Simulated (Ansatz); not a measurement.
**GaH$_{4}$ClO$_{3}$: nudged elastic band**

- system: GaH$_{4}$ClO$_{3}$
- method: RKS PBE-D4/def2-SVP (Ansatz 0.2.0)

It belongs to a series of runs on one base structure; here: band between the two ends. Figures and captions count atoms from 1; the log counts them from 0 in places.

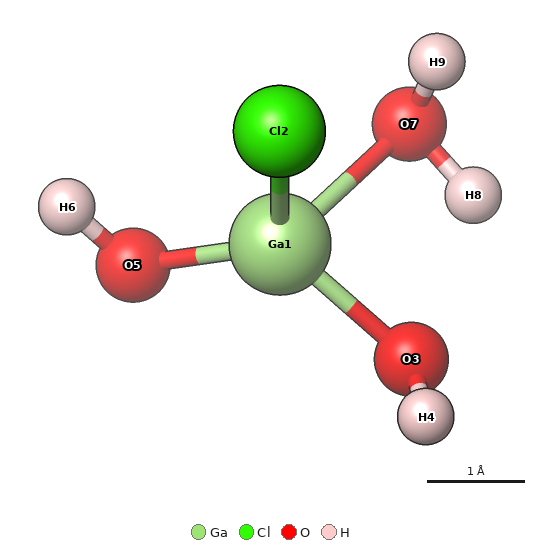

*The structure as given in the input (ball-and-stick view, seen at an oblique angle; atoms are numbered from 1 in the order of the input). Sticks mark near contacts.*

Bond lengths as drawn: Cl–Ga 2.20 Å, Ga–O 1.80 to 2.12 Å and H–O 0.97 to 1.00 Å.

Summary

| quantity | value |
| --- | --- |
| outcome | converged |
| barrier, forward | −0.001 eV |
| barrier, backward | 0.035 eV |
| hardware | 4 threads of Arm Neoverse V2, 24 GiB of memory available, shared host |
| wall time | 86 s (CPU time 5.3 min) |
| peak memory | 0.17 GiB |

Notes

The order of the saddle point was not checked.

Input file
```yaml
crystal:
  periodic: [false, false, false]
  atoms:
    - { symbol: Ga, position_ang: [-0.163669, -0.073162, 0.175871] }
    - { symbol: Cl, position_ang: [-0.235204, -1.028931, 2.153693] }
    - { symbol: O, position_ang: [1.487555, 0.296506, -0.52173] }
    - { symbol: H, position_ang: [2.108919, -0.451822, -0.503592] }
    - { symbol: O, position_ang: [-1.571431, -0.206836, -0.933237] }
    - { symbol: H, position_ang: [-2.350677, -0.551505, -0.459698] }
    - { symbol: O, position_ang: [0.045065, 1.919983, 0.873034] }
    - { symbol: H, position_ang: [0.974459, 1.897903, 0.518035] }
    - { symbol: H, position_ang: [0.14808, 1.804965, 1.841423] }
basis:
  gaussian: { orbitals: def2-SVP }
hamiltonian:
  xc: pbe
  dispersion: d4
neb:
  order_check: false
  images: 5
  f_tol: 0.05
  max_iterations: 60
  final_atoms:
    - { symbol: Ga, position_ang: [-0.14818436, -0.11776539, 0.33252007] }
    - { symbol: Cl, position_ang: [-0.47702406, -0.917829, 2.33794647] }
    - { symbol: O, position_ang: [1.59067177, 0.12917457, -0.19271856] }
    - { symbol: H, position_ang: [1.76834792, -0.17335666, -1.10107062] }
    - { symbol: O, position_ang: [-1.38383036, -0.30965859, -0.96237867] }
    - { symbol: H, position_ang: [-2.22848497, -0.63133717, -0.59631352] }
    - { symbol: O, position_ang: [0.09537766, 1.90962846, 0.90986826] }
    - { symbol: H, position_ang: [1.01501518, 1.82880094, 0.53278489] }
    - { symbol: H, position_ang: [0.21120823, 1.88944384, 1.88316068] }
  initial_path:
    images:
      - { positions_ang: [[-0.163669, -0.073162, 0.175871], [-0.235204, -1.028931, 2.153693], [1.487555, 0.296506, -0.52173], [2.108919, -0.451822, -0.503592], [-1.571431, -0.206836, -0.933237], [-2.350677, -0.551505, -0.459698], [0.045065, 1.919983, 0.873034], [0.974459, 1.897903, 0.518035], [0.14808, 1.804965, 1.841423]] }
      - { positions_ang: [[-0.1073464, -0.04586141, 0.11375793], [-0.16665827, -0.70447423, 2.29529491], [1.51413827, 0.20858124, -0.64255131], [2.02950245, -0.60610991, -0.6885949], [-1.55849096, -0.12816163, -0.93083418], [-2.24839118, -0.64200681, -0.55496376], [0.05910699, 1.93768011, 0.81491748], [0.80738124, 1.92483279, 0.88935428], [0.11385486, 1.66262086, 1.84741855]] }
      - { positions_ang: [[-0.05102379, -0.01856082, 0.05164485], [-0.09811255, -0.38001747, 2.43689681], [1.54072155, 0.12065649, -0.76337262], [1.9500859, -0.76039783, -0.87359781], [-1.54555092, -0.04948726, -0.92843137], [-2.14610536, -0.73250863, -0.65022951], [0.07314898, 1.95537722, 0.75680097], [0.64030348, 1.95176257, 1.26067357], [0.07962971, 1.52027672, 1.85341411]] }
      - { positions_ang: [[0.00529881, 0.00873976, -0.01046822], [-0.02956682, -0.0555607, 2.57849872], [1.56730482, 0.03273173, -0.88419393], [1.87066935, -0.91468574, -1.05860071], [-1.53261088, 0.02918711, -0.92602855], [-2.04381954, -0.82301044, -0.74549527], [0.08719097, 1.97307433, 0.69868445], [0.47322572, 1.97869236, 1.63199285], [0.04540457, 1.37793259, 1.85940966]] }
      - { positions_ang: [[-0.04586225, -0.03342862, 0.10386121], [-0.17871923, -0.34298346, 2.49831464], [1.5750938, 0.06487935, -0.65370214], [1.83656221, -0.66757605, -1.07275735], [-1.48301737, -0.08376146, -0.93814526], [-2.10537469, -0.75911935, -0.69576802], [0.08991986, 1.95192571, 0.76907906], [0.65382221, 1.92872855, 1.2655902], [0.10067246, 1.54843634, 1.86732667]] }
      - { positions_ang: [[-0.09702331, -0.07559701, 0.21819064], [-0.32787165, -0.63040623, 2.41813055], [1.58288279, 0.09702696, -0.42321035], [1.80245506, -0.42046636, -1.08691399], [-1.43342387, -0.19671003, -0.95026196], [-2.16692983, -0.69522826, -0.64604077], [0.09264876, 1.93077708, 0.83947366], [0.8344187, 1.87876475, 0.89918754], [0.15594034, 1.71894009, 1.87524367]] }
      - { positions_ang: [[-0.14818436, -0.11776539, 0.33252007], [-0.47702406, -0.917829, 2.33794647], [1.59067177, 0.12917457, -0.19271856], [1.76834792, -0.17335666, -1.10107062], [-1.38383036, -0.30965859, -0.96237867], [-2.22848497, -0.63133717, -0.59631352], [0.09537766, 1.90962846, 0.90986826], [1.01501518, 1.82880094, 0.53278489], [0.21120823, 1.88944384, 1.88316068]] }
```

Run as:
```bash
ansatz run input.yaml --threads 4 --pin off --max-ram 5120MiB --backend cpu --events-out ev --progress --plain --runs-dir out
```

Output
```
Engine: ansatz 0.2.0, aarch64-unknown-linux-gnu
Functional definition: PBE
  parameter kappa = 0.804
  parameter beta = 0.06672455060314922
  exchange = pbe_x(kappa = kappa, mu = beta*pi^2/3)
  correlation = pbe_c(beta = beta)
1211 factors; their error is unknown
mean field evaluation 1: about -71060.2368 eV, gradient 9.6e1 eV
mean field evaluation 2: about -70964.4997 eV, gradient 2.3e2 eV
mean field evaluation 4: about -71074.8426 eV, gradient 2.2e1 eV
mean field evaluation 8: about -71075.6724 eV, gradient 2.6e-1 eV
mean field evaluation 16: about -71075.6215 eV, gradient 2.3e-4 eV
mean field -71075.62151832 eV, -2611.9809140115 hartree, gradient 3.6e-5 eV, S^2 0.000000; 0 other end points of the search recorded, 0 dependent functions left out
the calculation of the forces begins
reference -71075.62155745 eV, -2611.9809154496 hartree; 38, 38 occupied and 74, 74 virtual orbitals, 1211 factors
1211 factors; their error is unknown
mean field evaluation 32: about -71075.6578 eV, gradient 1.2e-3 eV
mean field -71075.65783790 eV, -2611.9822487315 hartree, gradient 3.3e-5 eV, S^2 0.000000; 0 other end points of the search recorded, 0 dependent functions left out
[... from here on the field's lines of each further geometry are left out, up to the last ...]
NEB iter   1: max|band force component| = 2.550e1 eV/Å  barrier→ = 5.3856 eV  barrier← = 5.4217 eV  Δτ_max = 0.2000 Å  (195 SCF iters)
NEB iter   2: max|band force component| = 3.597e0 eV/Å  barrier→ = 2.5472 eV  barrier← = 2.5833 eV  Δτ_max = 0.1951 Å  (163 SCF iters)
NEB iter   3: max|band force component| = 2.901e0 eV/Å  barrier→ = 1.6268 eV  barrier← = 1.6629 eV  Δτ_max = 0.1953 Å  (159 SCF iters)
NEB iter   4: max|band force component| = 1.495e0 eV/Å  barrier→ = 0.9924 eV  barrier← = 1.0286 eV  Δτ_max = 0.1943 Å  (158 SCF iters)
NEB iter   5: max|band force component| = 1.593e0 eV/Å  barrier→ = 0.7330 eV  barrier← = 0.7692 eV  Δτ_max = 0.1011 Å  (152 SCF iters)
NEB iter   6: max|band force component| = 1.377e0 eV/Å  barrier→ = 0.4969 eV  barrier← = 0.5330 eV  Δτ_max = 0.1008 Å  (140 SCF iters)
NEB iter   7: max|band force component| = 1.217e0 eV/Å  barrier→ = 0.3257 eV  barrier← = 0.3618 eV  Δτ_max = 0.0996 Å  (142 SCF iters)
NEB iter   8: max|band force component| = 6.681e-1 eV/Å  barrier→ = 0.1851 eV  barrier← = 0.2212 eV  Δτ_max = 0.1999 Å  (136 SCF iters)
NEB iter   9: max|band force component| = 2.077e0 eV/Å  barrier→ = 0.1359 eV  barrier← = 0.1720 eV  Δτ_max = 0.0991 Å  (143 SCF iters)
NEB iter  10: max|band force component| = 7.917e-1 eV/Å  barrier→ = 0.0733 eV  barrier← = 0.1094 eV  Δτ_max = 0.2000 Å  (138 SCF iters)
NEB iter  11: max|band force component| = 1.067e0 eV/Å  barrier→ = 0.0450 eV  barrier← = 0.0811 eV  Δτ_max = 0.0993 Å  (143 SCF iters)
NEB iter  12: max|band force component| = 1.370e0 eV/Å  barrier→ = 0.0319 eV  barrier← = 0.0681 eV  Δτ_max = 0.1915 Å  (139 SCF iters)
NEB iter  13: max|band force component| = 1.435e0 eV/Å  barrier→ = 0.0206 eV  barrier← = 0.0567 eV  Δτ_max = 0.1898 Å  (146 SCF iters)
NEB iter  14: max|band force component| = 8.575e-1 eV/Å  barrier→ = 0.0372 eV  barrier← = 0.0733 eV  Δτ_max = 0.1000 Å  (144 SCF iters)
NEB iter  15: max|band force component| = 2.149e-1 eV/Å  barrier→ = -0.0000 eV  barrier← = 0.0361 eV  CI = image 1  Δτ_max = 0.0434 Å  (138 SCF iters)
NEB iter  16: max|band force component| = 6.268e-2 eV/Å  barrier→ = -0.0018 eV  barrier← = 0.0343 eV  CI = image 1  Δτ_max = 0.0355 Å  (131 SCF iters)
NEB iter  17: max|band force component| = 6.308e-2 eV/Å  barrier→ = -0.0012 eV  barrier← = 0.0349 eV  CI = image 1  Δτ_max = 0.0178 Å  (131 SCF iters)
the calculation of the forces begins
reference -71075.65342720 eV, -2611.9820866415 hartree; 38, 38 occupied and 74, 74 virtual orbitals, 1211 factors
1211 factors; their error is unknown
mean field -71075.62262041 eV, -2611.9809545127 hartree, gradient 7.0e-5 eV, S^2 0.000000; 1 other end points of the search recorded, 0 dependent functions left out
the calculation of the forces begins
reference -71075.62265942 eV, -2611.9809559462 hartree; 38, 38 occupied and 74, 74 virtual orbitals, 1211 factors
NEB iter  18: max|band force component| = 3.231e-2 eV/Å  barrier→ = -0.0011 eV  barrier← = 0.0350 eV  CI = image 1  Δτ_max = 0.0000 Å  (278 SCF iters)
```

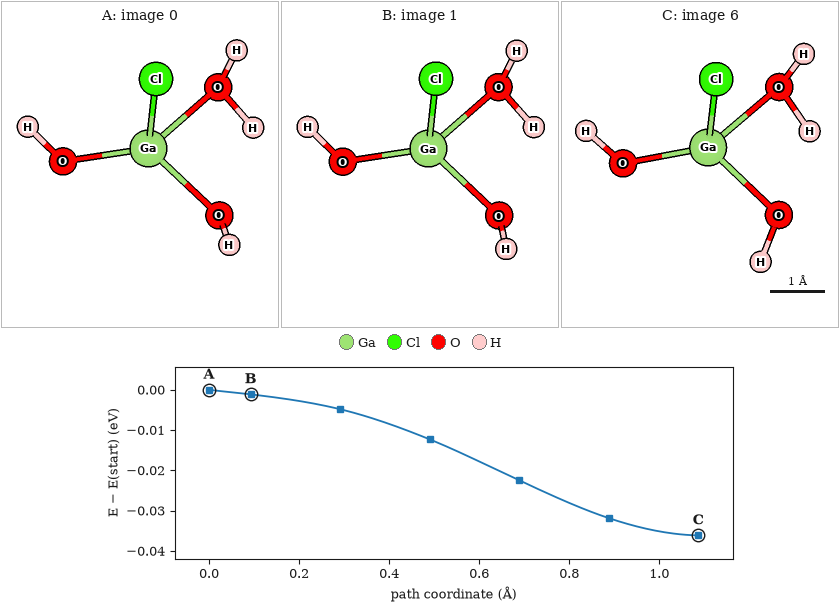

*Images of the last band (counted from 0; ball-and-stick, seen at a tilt) above the energy along the path; the line is a cubic interpolation that uses the forces.*

No image lies above both ends; the end is 0.036 eV below the start. The path is 1.09 Å long. The band converged in 18 iterations.

```
Total energy: -71075.82101961 eV, -2611.9882455487 hartree
Atom 0 at    -0.160360    -0.068874     0.183449 Å, force     0.008447     0.003189     0.004452 eV/Å
Atom 1 at    -0.257597    -1.011949     2.166552 Å, force    -0.001364     0.000595    -0.006401 eV/Å
Atom 2 at     1.492542     0.299352    -0.503064 Å, force     0.000154    -0.005222     0.017731 eV/Å
Atom 3 at     2.093712    -0.461541    -0.575824 Å, force    -0.002527     0.001793    -0.011111 eV/Å
Atom 4 at    -1.555829    -0.216663    -0.939403 Å, force    -0.000432    -0.000868    -0.002354 eV/Å
Atom 5 at    -2.341115    -0.556831    -0.472803 Å, force    -0.000600     0.000653     0.002409 eV/Å
Atom 6 at     0.048491     1.919291     0.887726 Å, force     0.008268    -0.003435    -0.002401 eV/Å
Atom 7 at     0.979904     1.912069     0.541421 Å, force    -0.010596     0.000245    -0.002331 eV/Å
Atom 8 at     0.143348     1.792248     1.855746 Å, force    -0.001350     0.003050     0.000005 eV/Å
Dipole moment:     0.245197     0.208176     0.322623 e Å
this run last wrote the band of iteration 18 to [file]
```

The last band as extended XYZ (Å, eV, eV/Å)
```
9
Properties=species:S:1:pos:R:3:forces:R:3 image=0 energy=-71075.81986
Ga   -0.1637   -0.0732    0.1759    0.0065   0.0180   0.0096
Cl   -0.2352   -1.0289    2.1537   -0.0009   0.0021  -0.0159
O     1.4876    0.2965   -0.5217   -0.0263  -0.0216   0.0207
H     2.1089   -0.4518   -0.5036    0.0101   0.0066  -0.0145
O    -1.5714   -0.2068   -0.9332    0.0100  -0.0095   0.0044
H    -2.3507   -0.5515   -0.4597   -0.0009   0.0029  -0.0024
O     0.0451    1.9200    0.8730    0.0257  -0.0046  -0.0067
H     0.9745    1.8979    0.5180   -0.0202   0.0040   0.0021
H     0.1481    1.8050    1.8414   -0.0040   0.0020   0.0028
9
Properties=species:S:1:pos:R:3:forces:R:3 image=1 energy=-71075.82098
Ga   -0.1604   -0.0689    0.1834    0.0084   0.0032   0.0045
Cl   -0.2576   -1.0119    2.1666   -0.0014   0.0006  -0.0064
O     1.4925    0.2994   -0.5031    0.0002  -0.0052   0.0177
H     2.0937   -0.4615   -0.5758   -0.0025   0.0018  -0.0111
O    -1.5558   -0.2167   -0.9394   -0.0004  -0.0009  -0.0024
H    -2.3411   -0.5568   -0.4728   -0.0006   0.0007   0.0024
O     0.0485    1.9193    0.8877    0.0083  -0.0034  -0.0024
H     0.9799    1.9121    0.5414   -0.0106   0.0002  -0.0023
H     0.1433    1.7922    1.8557   -0.0014   0.0031   0.0000
9
Properties=species:S:1:pos:R:3:forces:R:3 image=2 energy=-71075.82469
Ga   -0.1487   -0.0702    0.2043    0.0009   0.0010  -0.0058
Cl   -0.3136   -0.9771    2.2009   -0.0049   0.0077  -0.0045
O     1.5213    0.2886   -0.4324    0.0352  -0.0282   0.0000
H     2.0542   -0.4724   -0.7196   -0.0306   0.0219  -0.0101
O    -1.5212   -0.2367   -0.9474    0.0071  -0.0075   0.0180
H    -2.3114   -0.5758   -0.4876    0.0028  -0.0006  -0.0122
O     0.0484    1.9176    0.8977   -0.0234   0.0020   0.0197
H     0.9801    1.9490    0.5615    0.0020  -0.0098   0.0070
H     0.1341    1.7842    1.8664    0.0109   0.0135  -0.0121
9
Properties=species:S:1:pos:R:3:forces:R:3 image=3 energy=-71075.83218
Ga   -0.1401   -0.0777    0.2323   -0.0056   0.0056  -0.0030
Cl   -0.3571   -0.9563    2.2341   -0.0101   0.0018   0.0109
O     1.5484    0.2567   -0.3645    0.0058  -0.0268   0.0130
H     1.9823   -0.4555   -0.8635   -0.0098   0.0170  -0.0292
O    -1.4889   -0.2498   -0.9481    0.0100  -0.0109   0.0139
H    -2.2891   -0.5860   -0.5034    0.0095  -0.0015  -0.0139
O     0.0542    1.9123    0.9120    0.0024   0.0179   0.0078
H     0.9793    1.9654    0.5637   -0.0005  -0.0031  -0.0044
H     0.1541    1.7980    1.8813   -0.0017   0.0001   0.0049
9
Properties=species:S:1:pos:R:3:forces:R:3 image=4 energy=-71075.84237
Ga   -0.1364   -0.0894    0.2621    0.0091   0.0001   0.0083
Cl   -0.4119   -0.9382    2.2665   -0.0133   0.0036   0.0105
O     1.5765    0.2164   -0.2829    0.0011  -0.0196   0.0148
H     1.9230   -0.3828   -0.9657   -0.0190   0.0219  -0.0265
O    -1.4400   -0.2721   -0.9661    0.0088  -0.0073  -0.0006
H    -2.2593   -0.5991   -0.5509    0.0067  -0.0039  -0.0092
O     0.0553    1.9098    0.9228    0.0031   0.0061  -0.0063
H     0.9782    1.9500    0.5643   -0.0063  -0.0060   0.0077
H     0.1578    1.8125    1.8936    0.0098   0.0050   0.0011
9
Properties=species:S:1:pos:R:3:forces:R:3 image=5 energy=-71075.85171
Ga   -0.1386   -0.1055    0.2981    0.0070   0.0032   0.0124
Cl   -0.4415   -0.9161    2.3094   -0.0090   0.0012   0.0076
O     1.5889    0.1646   -0.2315   -0.0004  -0.0115   0.0100
H     1.8412   -0.2894   -1.0542   -0.0141   0.0189  -0.0164
O    -1.4091   -0.2978   -0.9624    0.0055  -0.0041  -0.0057
H    -2.2452   -0.6086   -0.5692    0.0038  -0.0031  -0.0047
O     0.0708    1.9112    0.9184    0.0119  -0.0023   0.0003
H     0.9911    1.9046    0.5451   -0.0047  -0.0082  -0.0019
H     0.1855    1.8441    1.8902    0.0000   0.0060  -0.0016
9
Properties=species:S:1:pos:R:3:forces:R:3 image=6 energy=-71075.85600
Ga   -0.1482   -0.1178    0.3325    0.0011  -0.0092  -0.0105
Cl   -0.4770   -0.9178    2.3379    0.0012  -0.0020   0.0046
O     1.5907    0.1292   -0.1927   -0.0004  -0.0020   0.0060
H     1.7683   -0.1734   -1.1011   -0.0008   0.0007  -0.0040
O    -1.3838   -0.3097   -0.9624   -0.0158  -0.0105   0.0148
H    -2.2285   -0.6313   -0.5963    0.0155   0.0106  -0.0130
O     0.0954    1.9096    0.9099   -0.0006   0.0128   0.0132
H     1.0150    1.8288    0.5328    0.0029   0.0000  -0.0047
H     0.2112    1.8894    1.8832   -0.0030  -0.0004  -0.0064
```
